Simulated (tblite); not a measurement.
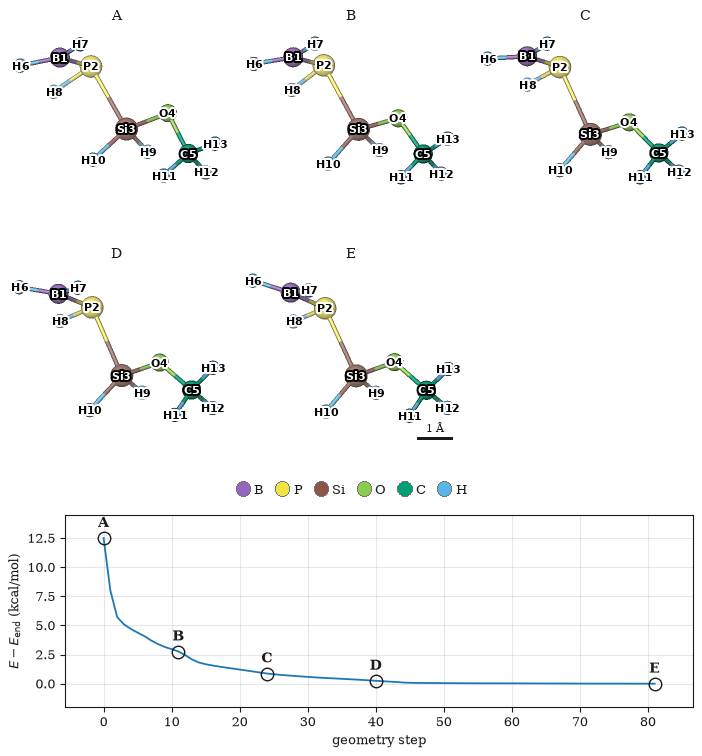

Frames of a relaxation of CH₈BOPSi, marked on the history of the run. Style: ball-and-stick. Shown from a free direction.

Method: tblite, GFN2-xTB geometry optimisation, gas phase. 

Describe the path.

Answer. The largest move after the best rigid fit is that of H6, 0.70 Å. Largest moves by element: H 0.70 Å, O 0.40 Å, P 0.29 Å, Si 0.29 Å, B 0.14 Å, C 0.13 Å. Among the contacts that change: Si3–O4 1.737 → 1.615 Å, B1–P2 1.925 → 1.829 Å, P2–H8 1.453 → 1.379 Å, O4–C5 1.414 → 1.395 Å. Among the angles between lasting bonds that change: Si3–O4–C5 107.5° → 128.5°, B1–P2–Si3 93.4° → 108.2°, B1–P2–H8 94.1° → 104.0°. Over 81 geometry steps the energy falls by 12.5 kcal/mol. Cost: 0.46 s on 1 thread of Arm Neoverse V1, on a shared host. From step 0 to 11: O4 moves most (0.20 Å), energy −9.74 kcal/mol. From step 11 to 24: H10 moves most (0.26 Å), energy −1.89 kcal/mol. From step 24 to 40: H6 moves most (0.28 Å), energy −0.63 kcal/mol. From step 40 to 81: H6 moves most (0.20 Å), energy −0.25 kcal/mol.

```csv
step,"E − E(0), kcal/mol"
0,0.00
1,-4.53
2,-6.79
3,-7.41
4,-7.80
5,-8.12
6,-8.42
7,-8.80
8,-9.10
9,-9.35
10,-9.54
14,-10.68
17,-11.03
21,-11.37
25,-11.69
29,-11.88
32,-11.99
36,-12.11
40,-12.25
44,-12.40
47,-12.44
51,-12.45
55,-12.47
59,-12.47
62,-12.48
66,-12.48
70,-12.49
74,-12.49
77,-12.50
81,-12.50
```
